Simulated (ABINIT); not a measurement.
# ZrSe3 (P2_1/m): G0W0 with ABINIT, start to end

How does a plane-wave GW calculation on ZrSe3 (P2_1/m) run from the first input to the gap?

Method: LDA and many-body steps on it, plane waves, in ABINIT 10.8.3.

**1. Starting point**

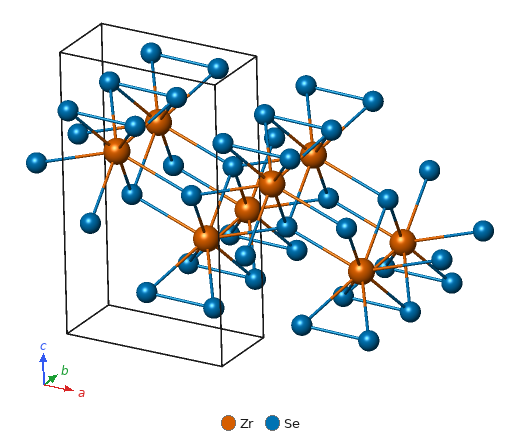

Start, viewed slightly off an axis; zirconium orange, selenium blue. 2×2×1 cells are drawn. Some periodic images of atoms are drawn too.

The cell and positions come from the Crystallography Open Database and are kept as given unless a step says otherwise.

**2. Ground state**

This step: ABINIT 10.8.3; DFT, LDA, plane waves, norm-conserving pseudopotentials.

The ground-state density comes first.

run.abi

```
acell 3*1.0 Angstrom
rprim 
  5.410900000000 -0.000000000000 -0.000000000000
  -0.000000000000 3.748800000000 0.000000000000
  -1.229420909100 0.000000000000 9.363634990100
ntypat 2
znucl 40 34
natom 8
typat 1 1 2 2 2 2 2 2
xred 
  0.285000000000 0.250000000000 0.656000000000
  0.715000000000 0.750000000000 0.344000000000
  0.762000000000 0.250000000000 0.554000000000
  0.238000000000 0.750000000000 0.446000000000
  0.456000000000 0.250000000000 0.174000000000
  0.544000000000 0.750000000000 0.826000000000
  0.888000000000 0.250000000000 0.169000000000
  0.112000000000 0.750000000000 0.831000000000
pp_dirpath "pseudos"
pseudos "Zr.upf, Se.upf"
ecut 48
ngkpt 4 4 2
nshiftk 1
shiftk 0 0 0
kptopt 1
chksymbreak 0
nband 92
occopt 1
tolvrs 1e-08
nstep 60
prtwf 0
optforces 0
optstress 0
indata_prefix "in"
outdata_prefix "out"
tmpdata_prefix "tmp"
```

The run is started by

```sh
> OMP_NUM_THREADS=1 mpirun -n 16 abinit run.abi > log
```

Numbers of over 12 decimals in the logs are rounded to 6 here.

Log:

```text
.Version 10.8.3 of ABINIT. v10.8.2 released Aug 2026.

 Symmetries : space group P2_1/m (# 11); Bravais mP (primitive monocl.)
================================================================================
 Values of the parameters that define the memory need of the present run
     intxc =       0    ionmov =       0      iscf =       7    lmnmax =       6
     lnmax =       6     mgfft =     120  mpssoang =       3    mqgrid =    5519
     natom =       8  nloc_mem =       1    nspden =       1   nspinor =       1
    nsppol =       1      nsym =       4    n1xccc =    2501    ntypat =       2
    occopt =       1   xclevel =       1
-    mband =          92        mffmem =           1         mkmem =           2
       mpw =       20404          nfft =      368640          nkpt =          18
================================================================================
  Rough estimation (10% accuracy) of disk space for files :
================================================================================

--------------------------------------------------------------------------------
------------- Echo of variables that govern the present computation ------------
--------------------------------------------------------------------------------
 -outvars: echo values of preprocessed input variables --------
            acell      1.8897261259E+00  1.8897261259E+00  1.8897261259E+00 Bohr

      chksymbreak           0
             ecut      4.80000000E+01 Hartree
-          fftalg         312

              ixc       -1012
              kpt      0.00000000E+00  0.00000000E+00  0.00000000E+00
                       2.50000000E-01  0.00000000E+00  0.00000000E+00
                       5.00000000E-01  0.00000000E+00  0.00000000E+00
                       0.00000000E+00  2.50000000E-01  0.00000000E+00
                       2.50000000E-01  2.50000000E-01  0.00000000E+00
                       5.00000000E-01  2.50000000E-01  0.00000000E+00
                       0.00000000E+00  5.00000000E-01  0.00000000E+00
                       2.50000000E-01  5.00000000E-01  0.00000000E+00
                       5.00000000E-01  5.00000000E-01  0.00000000E+00
   [... 7 further rows ...]
                       2.50000000E-01  5.00000000E-01  5.00000000E-01
                       5.00000000E-01  5.00000000E-01  5.00000000E-01
         kptrlatt        4    0    0      0    4    0      0    0    2
          kptrlen      2.83368212E+01
P           mkmem           2
            natom           8
            nband          92
            ngfft          64      48     120
             nkpt          18
            nstep          60
             nsym           4
           ntypat           2
              occ      2.000000  2.000000  2.000000  2.000000  2.000000  2.000000
                       2.000000  2.000000  2.000000  2.000000  2.000000  2.000000
                       2.000000  2.000000  2.000000  2.000000  2.000000  2.000000
                       2.000000  2.000000  2.000000  2.000000  2.000000  2.000000
                       2.000000  2.000000  2.000000  2.000000  2.000000  2.000000
                       2.000000  2.000000  2.000000  2.000000  2.000000  2.000000
                       2.000000  2.000000  2.000000  2.000000  2.000000  2.000000
                       2.000000  2.000000  2.000000  2.000000  2.000000  2.000000
                       2.000000  2.000000  2.000000  2.000000  2.000000  2.000000
   [... 5 further rows ...]
                       0.000000  0.000000  0.000000  0.000000  0.000000  0.000000
                       0.000000  0.000000
        optforces           0
        optstress           0
            prtwf           0
            rprim      5.4109000000E+00 -0.0000000000E+00 -0.0000000000E+00
[...]
spgroup          11

           tolvrs      1.00000000E-08

             xred      2.8500000000E-01  2.5000000000E-01  6.5600000000E-01
[...]
znucl       40.00000   34.00000

================================================================================

 chkinp: Checking input parameters for consistency.

================================================================================
== DATASET  1 ==================================================================
-   mpi_nproc: 16, omp_nthreads: 1 (-1 if OMP is not activated)
-    --> not optimal distribution: autoparal keyword recommended in input file <--

--- !DatasetInfo
iteration_state: {dtset: 1, }
dimensions: {natom: 8, nkpt: 18, mband: 92, nsppol: 1, nspinor: 1, nspden: 1, mpw: 20404, }
cutoff_energies: {ecut:  48.0, pawecutdg:  -1.0, }
electrons: {nelect:   1.68000000E+02, charge:   0.00000000E+00, occopt:   1.00000000E+00, tsmear:   1.00000000E-02, }

 Real(R)+Recip(G) space primitive vectors, cartesian coordinates (Bohr,Bohr^-1):
 R(1)= 10.2251191  0.0000000  0.0000000  G(1)=  0.0977984  0.0000000  0.0128407
 R(2)=  0.0000000  7.0842053  0.0000000  G(2)=  0.0000000  0.1411591  0.0000000
 R(3)= -2.3232688  0.0000000 17.6947057  G(3)=  0.0000000  0.0000000  0.0565141
 Unit cell volume ucvol=  1.2817486E+03 bohr^3
 Angles (23,13,12)=  9.00000000E+01  9.74800000E+01  9.00000000E+01 degrees

 getcut: wavevector=  0.0000  0.0000  0.0000  ngfft=  64  48 120
         ecut(hartree)=     48.000   => boxcut(ratio)=   2.00692

[...]
================================================================================

--- !BeginCycle
iteration_state: {dtset: 1, }
solver: {iscf: 7, nstep: 60, nline: 4, wfoptalg: 0, }
tolerances: {tolvrs: 1.00E-08, }

     iter   Etot(hartree)      deltaE(h)  residm     vres2
 ETOT  1  -2136.2632586046    -2.136E+03 1.725E+00 7.432E+03
 ETOT  2  -2149.6885969601    -1.343E+01 4.472E-02 9.253E+03
 ETOT  3  -2150.4287193419    -7.401E-01 3.634E-02 1.044E+03
 ETOT  4  -2150.5339017013    -1.052E-01 1.771E-02 2.186E+02
 ETOT  5  -2150.5579154790    -2.401E-02 1.441E-02 7.453E+00
 ETOT  6  -2150.5584927117    -5.772E-04 5.908E-03 6.223E+00
 ETOT  7  -2150.5586298902    -1.372E-04 6.726E-03 9.023E-02
 ETOT  8  -2150.5586310793    -1.189E-06 5.037E-03 7.143E-02
 ETOT  9  -2150.5586364009    -5.322E-06 3.319E-03 3.339E-04
 ETOT 10  -2150.5586364291    -2.819E-08 1.974E-03 1.252E-04
 ETOT 11  -2150.5586364337    -4.657E-09 1.850E-03 4.277E-06
 ETOT 12  -2150.5586364340    -2.847E-10 7.031E-04 8.003E-08
 ETOT 13  -2150.5586364340     2.910E-11 1.259E-03 1.631E-08
 ETOT 14  -2150.5586364341    -9.368E-11 4.054E-04 5.702E-10

 At SCF step   14       vres2   =  5.70E-10 < tolvrs=  1.00E-08 =>converged.

--- !ResultsGS
iteration_state: {dtset: 1, }
comment   : Summary of ground state results
lattice_vectors:
- [ 10.2251191,  -0.0000000,  -0.0000000, ]
- [ -0.0000000,   7.0842053,   0.0000000, ]
- [ -2.3232688,   0.0000000,  17.6947057, ]
lattice_lengths: [  10.22512,    7.08421,   17.84657, ]
lattice_angles: [ 90.000,  97.480,  90.000, ] # degrees, (23, 13, 12)
lattice_volume:   1.2817486E+03
convergence: {deltae: -9.368E-11, res2:  5.702E-10, residm:  4.054E-04, diffor:  0.000E+00, }
etotal    :  -2.15055864E+03
entropy   :   0.00000000E+00
fermie    :   2.29789956E-01
cartesian_stress_tensor: null
pressure_GPa: null
xred      :
- [  2.8500E-01,   2.5000E-01,   6.5600E-01, Zr]
- [  7.1500E-01,   7.5000E-01,   3.4400E-01, Zr]
- [  7.6200E-01,   2.5000E-01,   5.5400E-01, Se]
- [  2.3800E-01,   7.5000E-01,   4.4600E-01, Se]
- [  4.5600E-01,   2.5000E-01,   1.7400E-01, Se]
- [  5.4400E-01,   7.5000E-01,   8.2600E-01, Se]
- [  8.8800E-01,   2.5000E-01,   1.6900E-01, Se]
- [  1.1200E-01,   7.5000E-01,   8.3100E-01, Se]
cartesian_forces: null
force_length_stats: {min: null, max: null, mean: null, }

 Integrated electronic density in atomic spheres:
 ------------------------------------------------
 Atom  Sphere_radius  Integrated_density
[...]
================================================================================

 ----iterations are completed or convergence reached----

 Mean square residual over all n,k,spin=   86.101E-08; max=  40.535E-05
 reduced coordinates (array xred) for    8 atoms
[...]
0.238000000000      0.750000000000      0.446000000000
       0.456000000000      0.250000000000      0.174000000000
       0.544000000000      0.750000000000      0.826000000000
       0.888000000000      0.250000000000      0.169000000000
       0.112000000000      0.750000000000      0.831000000000
 rms dE/dt=  0.0000E+00; max dE/dt=  0.0000E+00; dE/dt below (all hartree)
    1       0.000000000000      0.000000000000      0.000000000000
    2       0.000000000000      0.000000000000      0.000000000000
    3       0.000000000000      0.000000000000      0.000000000000
    4       0.000000000000      0.000000000000      0.000000000000
    5       0.000000000000      0.000000000000      0.000000000000
    6       0.000000000000      0.000000000000      0.000000000000
    7       0.000000000000      0.000000000000      0.000000000000
    8       0.000000000000      0.000000000000      0.000000000000

 cartesian coordinates (angstrom) at end:
    1      0.735606     0.937200     6.142545
    2      3.445873     2.811600     3.221090
    3      3.442007     0.937200     5.187454
    4      0.739472     2.811600     4.176181
    5      2.253451     0.937200     1.629272
    6      1.928028     2.811600     7.734363
    7      4.597107     0.937200     1.582454
    8     -0.415628     2.811600     7.781181
 length scales=  1.889726125908  1.889726125908  1.889726125908 bohr
              =  1.000000000000  1.000000000000  1.000000000000 angstroms
 prteigrs : about to open file out_EIG
 Fermi (or HOMO) energy (hartree) =   0.22979   Average Vxc (hartree)=  -0.39560
 Eigenvalues (hartree) for nkpt=  18  k points:
 kpt#   1, nband= 92, wtk=  0.03125, kpt=  0.0000  0.0000  0.0000 (reduced coord)
  -7.38086   -7.38086   -7.38029   -7.38029   -7.35040   -7.35040   -5.18325   -5.18325
  -5.18273   -5.18273   -5.17461   -5.17461   -5.17446   -5.17446   -5.17399   -5.17399
  -5.17386   -5.17386   -5.14737   -5.14736   -5.14710   -5.14710   -5.14638   -5.14638
  -1.56975   -1.56973   -1.53548   -1.53548   -1.53207   -1.53207   -1.53156   -1.53156
  -1.53143   -1.53143   -1.53034   -1.53033   -1.53012   -1.53012   -1.52338   -1.52337
  -1.52325   -1.52325   -1.52268   -1.52268   -1.52257   -1.52256   -1.49884   -1.49878
  -1.49872   -1.49871   -1.49804   -1.49801   -1.49799   -1.49793   -1.49763   -1.49762
  -0.76822   -0.76716   -0.76389   -0.76365   -0.76137   -0.76071   -0.32003   -0.30811
  -0.24603   -0.20864   -0.17949   -0.17869    0.00945    0.02257    0.05846    0.06429
   0.06991    0.11394    0.12005    0.13761    0.15689    0.18913    0.19834    0.20362
   0.20440    0.20799    0.22516    0.22979    0.25280    0.26631    0.32631    0.33322
   0.34112    0.34430    0.35784    0.35947
 prteigrs : prtvol=0 or 1, do not print more k-points.

--- !EnergyTerms
iteration_state     : {dtset: 1, }
comment             : Components of total free energy in Hartree
kinetic             :  9.04541353995165E+02
hartree             :  8.73345212782073E+02
xc                  : -2.14055290724829E+02
Ewald energy        : -9.29402595844536E+02
psp_core            :  2.53151040965001E+01
local_psp           : -2.29160147368542E+03
non_local_psp       : -5.18700947053051E+02
total_energy        : -2.15055863643410E+03
total_energy_eV     : -5.85196817006385E+04
band_energy         : -3.79794231550523E+02

== END DATASET(S) ==============================================================
================================================================================

 -outvars: echo values of variables after computation  --------
           etotal     -2.1505586364E+03
            nband          92
             nkpt          18
          spgroup          11
 [... the other variables as echoed above ...]

 Calculation completed.
```

Run time: 7.6 min. Hardware: 16 MPI ranks of Arm Neoverse N1, shared host; peak memory 2.8 GiB.

This step gave:

| Item | Value |
| --- | --- |
| total energy | -58519.6817 eV |
| gap | 0.2917 eV |
| k of the valence top | 0, 0, 0 |
| k of the conduction bottom | 0.5, 0, 0 |
| least direct gap | 0.5660 eV |

The gap is indirect, with the least direct gap 0.27 eV higher.

**3. Empty states on the mesh, 2×4×1 mesh, 229 bands**

The sums over transitions need many empty states on a uniform mesh; this step solves for them.

Changes to run.abi since step 2:

```diff
@@ -21,3 +21,3 @@
 ecut 48
-ngkpt 4 4 2
+ngkpt 2 4 1
 nshiftk 1
@@ -26,9 +26,10 @@
 chksymbreak 0
-nband 92
-occopt 1
-tolvrs 1e-08
+iscf -2
+irdden 1
+istwfk *1
+nband 229
+nbdbuf 20
+tolwfr 1e-09
 nstep 60
-prtwf 0
-optforces 0
-optstress 0
+prtvol 0
 indata_prefix "in"
```

The run is started by

```sh
> OMP_NUM_THREADS=2 mpirun -n 6 abinit run.abi > log
```

Log:

```text
.Version 10.8.3 of ABINIT. v10.8.2 released Aug 2026.

 Symmetries : space group P2_1/m (# 11); Bravais mP (primitive monocl.)
[... echo of the input left out ...]
== DATASET  1 ==================================================================
-   mpi_nproc: 6, omp_nthreads: 2 (-1 if OMP is not activated)

--- !DatasetInfo
iteration_state: {dtset: 1, }
dimensions: {natom: 8, nkpt: 6, mband: 229, nsppol: 1, nspinor: 1, nspden: 1, mpw: 20400, }
cutoff_energies: {ecut:  48.0, pawecutdg:  -1.0, }
electrons: {nelect:   1.68000000E+02, charge:   0.00000000E+00, occopt:   1.00000000E+00, tsmear:   1.00000000E-02, }

 Real(R)+Recip(G) space primitive vectors, cartesian coordinates (Bohr,Bohr^-1):
 R(1)= 10.2251191  0.0000000  0.0000000  G(1)=  0.0977984  0.0000000  0.0128407
 R(2)=  0.0000000  7.0842053  0.0000000  G(2)=  0.0000000  0.1411591  0.0000000
 R(3)= -2.3232688  0.0000000 17.6947057  G(3)=  0.0000000  0.0000000  0.0565141
 Unit cell volume ucvol=  1.2817486E+03 bohr^3
 Angles (23,13,12)=  9.00000000E+01  9.74800000E+01  9.00000000E+01 degrees

 getcut: wavevector=  0.0000  0.0000  0.0000  ngfft=  64  48 120
         ecut(hartree)=     48.000   => boxcut(ratio)=   2.00692

--- Pseudopotential description ------------------------------------------------
- Zr Generated using ONCVPSP code by D. R. Hamann
- 40.00000  12.00000  180309                  znucl, zion, pspdat
12 -1012 2 -1 1584                            pspcod,pspxc,lmax,lloc,mmax
     nproj     2     2     2
  pspatm : epsatm=   18.87515418
         --- l  ekb(1:nproj) -->
             0   10.575223    0.893982
             1    5.794692    0.740224
             2    1.511557    0.474510
 pspatm: atomic psp has been read  and splines computed

- Se Generated using ONCVPSP code by D. R. Hamann
- 34.00000  24.00000  180309                  znucl, zion, pspdat
12 -1012 2 -1 1198                            pspcod,pspxc,lmax,lloc,mmax
     nproj     2     2     2
  pspatm : epsatm=   25.89836092
         --- l  ekb(1:nproj) -->
[...]
pspatm: atomic psp has been read  and splines computed

--------------------------------------------------------------------------------

================================================================================
 prteigrs : about to open file out_EIG
 Non-SCF case, kpt    1 (  0.00000  0.00000  0.00000), residuals and eigenvalues=
  2.12E-10  6.20E-10  6.11E-10  7.75E-10  6.84E-10  6.53E-10  1.97E-10  1.93E-10
  2.07E-10  1.92E-10  2.06E-10  1.91E-10  1.90E-10  1.53E-10  1.97E-10  1.90E-10
  2.39E-10  1.48E-10  2.61E-10  2.22E-10  1.63E-10  2.31E-10  1.48E-10  1.87E-10
[...]
1.11E-04  9.36E-05  1.68E-04  2.71E-04  9.14E-04
 -7.3809E+00 -7.3809E+00 -7.3803E+00 -7.3803E+00 -7.3504E+00 -7.3504E+00
 -5.1832E+00 -5.1832E+00 -5.1827E+00 -5.1827E+00 -5.1746E+00 -5.1746E+00
 -5.1745E+00 -5.1745E+00 -5.1740E+00 -5.1740E+00 -5.1739E+00 -5.1739E+00
[...]
1.6603E+00  1.6750E+00  1.6778E+00  1.6907E+00  1.7016E+00  1.7118E+00
  1.7188E+00  1.7190E+00  1.7206E+00  1.7365E+00  1.7386E+00  1.7481E+00
  1.7522E+00
 prteigrs : prtvol=0 or 1, do not print more k-points.

--- !ResultsGS
iteration_state: {dtset: 1, }
comment   : Summary of ground state results
lattice_vectors:
- [ 10.2251191,  -0.0000000,  -0.0000000, ]
- [ -0.0000000,   7.0842053,   0.0000000, ]
- [ -2.3232688,   0.0000000,  17.6947057, ]
lattice_lengths: [  10.22512,    7.08421,   17.84657, ]
lattice_angles: [ 90.000,  97.480,  90.000, ] # degrees, (23, 13, 12)
lattice_volume:   1.2817486E+03
convergence: {deltae:  0.000E+00, res2:  0.000E+00, residm:  9.981E-10, diffor:  0.000E+00, }
etotal    :  -2.15055864E+03
entropy   :   0.00000000E+00
fermie    :   2.29789956E-01
cartesian_stress_tensor: null
pressure_GPa: null
xred      :
- [  2.8500E-01,   2.5000E-01,   6.5600E-01, Zr]
- [  7.1500E-01,   7.5000E-01,   3.4400E-01, Zr]
- [  7.6200E-01,   2.5000E-01,   5.5400E-01, Se]
- [  2.3800E-01,   7.5000E-01,   4.4600E-01, Se]
- [  4.5600E-01,   2.5000E-01,   1.7400E-01, Se]
- [  5.4400E-01,   7.5000E-01,   8.2600E-01, Se]
- [  8.8800E-01,   2.5000E-01,   1.6900E-01, Se]
- [  1.1200E-01,   7.5000E-01,   8.3100E-01, Se]
cartesian_forces: null
force_length_stats: {min: null, max: null, mean: null, }

 Integrated electronic density in atomic spheres:
 ------------------------------------------------
 Atom  Sphere_radius  Integrated_density
[...]
================================================================================

 ----iterations are completed or convergence reached----

 Mean square residual over all n,k,spin=   43.979E-11; max=  99.808E-11
 reduced coordinates (array xred) for    8 atoms
[...]
0.888000000000      0.250000000000      0.169000000000
       0.112000000000      0.750000000000      0.831000000000

 cartesian coordinates (angstrom) at end:
    1      0.735606     0.937200     6.142545
    2      3.445873     2.811600     3.221090
    3      3.442007     0.937200     5.187454
[...]
7      4.597107     0.937200     1.582454
    8     -0.415628     2.811600     7.781181
 length scales=  1.889726125908  1.889726125908  1.889726125908 bohr
              =  1.000000000000  1.000000000000  1.000000000000 angstroms
 prteigrs : about to open file out_EIG
 Eigenvalues (hartree) for nkpt=   6  k points:
 kpt#   1, nband=229, wtk=  0.12500, kpt=  0.0000  0.0000  0.0000 (reduced coord)
[...]
1.57517    1.58100    1.61424    1.61495    1.61524    1.63731    1.64050    1.65593
   1.66033    1.67500    1.67785    1.69065    1.70163    1.71183    1.71881    1.71899
   1.72059    1.73653    1.73857    1.74811    1.75223
 prteigrs : prtvol=0 or 1, do not print more k-points.

== END DATASET(S) ==============================================================
================================================================================

 -outvars: echo values of variables after computation  --------
            nband         229
             nkpt           6
          spgroup          11
 [... the other variables as echoed above ...]

 Calculation completed.
```

Wall time 3.9 min (6 MPI ranks); peak memory 1.1 GiB.

Numbers from this step:

* gap: 0.2917 eV
* k of the valence top: 0, 0, 0
* k of the conduction bottom: 0.5, 0, 0
* least direct gap: 0.5951 eV
* k points computed: 6
* lowest point of the top converged band, above the valence top: 36.09 eV

On this mesh the gap is 0.292 eV.

(Continued in part 2 of 2.)

[Paths, hosts, dates, memory and timing lines, banners, echoed tables and standing remarks are left out of the program output.]

[Logs are printed without paths, hosts, clocks, repeated set-up lines and the standing remarks that a program may print on its own settings, such as how far it seeks lower states.]

[Runs of the session that timed out or met a known fault of the program may be left out.]

[Hosts, paths, dates, database ids (printed as entryN), source tags and the programs' standing remarks are cut or masked in the printed files.]

[G0W0 gaps are taken among the corrected bands and points alone; a level outside them can change the order at an edge.]

[Where Ansatz stands beside ABINIT at settings called matched, ABINIT's density can come from a denser mesh and the files from another edition; pairs whose starting gaps differed by over 0.03 eV were left out, so agreement reads better than it is.]
